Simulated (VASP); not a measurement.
Shape and ions are relaxed at each volume.

Energy against volume of Tc (hcp). The numbers are results of r2SCAN meta-GGA, VASP's PBE PAW potentials (set 64) (plane waves; VASP 6.6.1), not measurements.

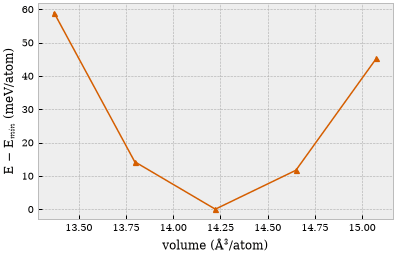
*Energy against volume*

Problem. Estimate the equilibrium volume and the bulk modulus.

Solution. The minimum lies near 14.2 Å³/atom, and the curvature gives B0 of about 320 GPa.

Measured: bulk modulus 303 GPa at 0 K (computed value off by +6.2 %), as given by Vázquez-Parga, Fernández-Martínez, Viñes, J. Chem. Theory Comput. (2023), doi:10.1021/acs.jctc.3c00612, Supporting … [zero-point energy and finite temperature contributions removed].

The compound is Tc in the hcp structure. It was relaxed first.
